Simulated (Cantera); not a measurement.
A closed system holds: 1 mol Fe, 0.3 mol Cl2, 4.1 mol H2, equilibrated at 75.0 Torr.

Equilibrium computed with Cantera from the NASA thermochemical tables; the gas is ideal and each condensed phase is pure. Candidate condensed phases: Fe, FeCl2, FeCl3; 11 gas species. Equilibrium is a limit: real reactors are often held back by kinetics, nucleation or transport.

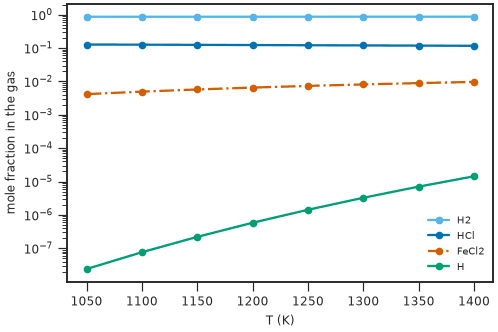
Fig. 1. Equilibrium gas composition (values under 1e-9 drawn at 1e-9)

From 1050 K to 1150 K the condensed part is Fe(α). From 1200 K to 1400 K the condensed part is Fe(γ). The main Fe-bearing gas is FeCl2 throughout. The share of Fe in condensed phases is highest at 1050 K (98.2 %) and lowest at 1400 K (95.7 %).
